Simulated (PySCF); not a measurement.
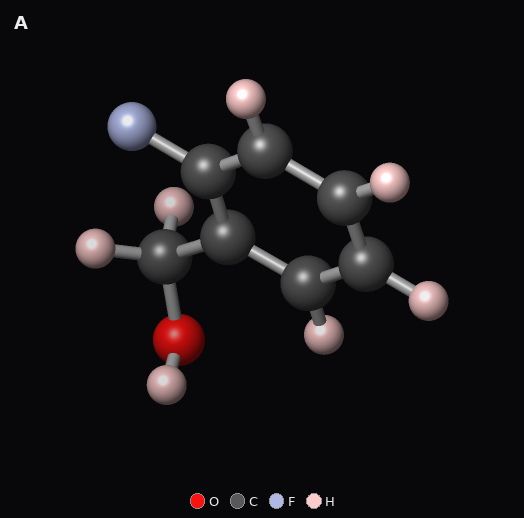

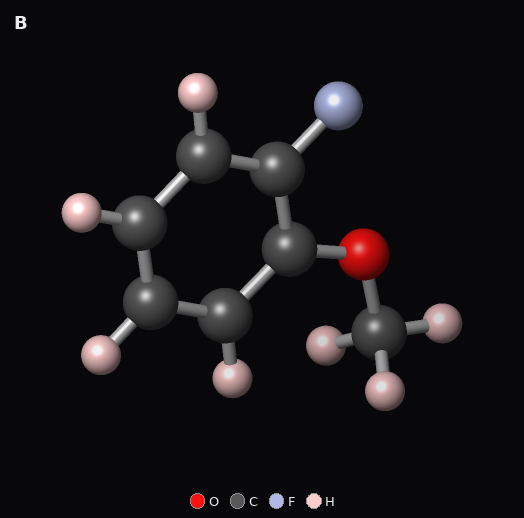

2 stationary structures of one formula. Geometries: PBE0-D3(BJ)/def2-SVP. Electronic energies: PBE0-D3(BJ)/def2-SVP (PySCF 2.14.0), without zero-point energy. No frequency run is at hand to confirm each as a minimum. Each is one conformer, not always the lowest.

Rank them by energy, lowest first.

A is lowest; B lies 32.0 kJ/mol above it. A is `OCc1ccccc1F`, B is `COc1ccccc1F`.
